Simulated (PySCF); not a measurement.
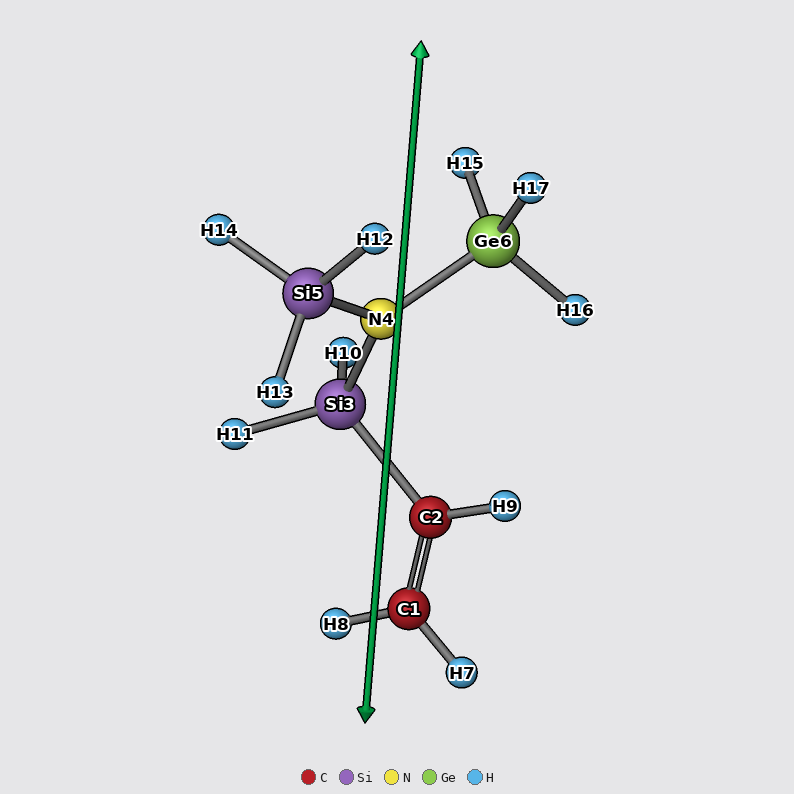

The double arrow shows the direction of the transition dipole to excited singlet state 7 (its length means nothing). The computed structure is the end point of a GFN2-xTB optimisation. No frequency run is at hand to confirm it as a minimum. Level of theory: TDDFT B3LYP/def2-SVPD, vertical, gas phase, core orbitals frozen in the response (PySCF 2.14.0).

### How is the transition polarised?

Nearly parallel to the C1–C2 bond.

### Where does the transition lie, and how strong is it?

6.84 eV (181 nm), oscillator strength 0.036, mainly HOMO−2 → LUMO (weight 0.61); transition dipole 1.17 D.

The geometry is semi-empirical. Around Ge, Si such bond lengths and angles can be off by a tenth of an ångström or more and by several degrees, and values that hang on the shape move with them.
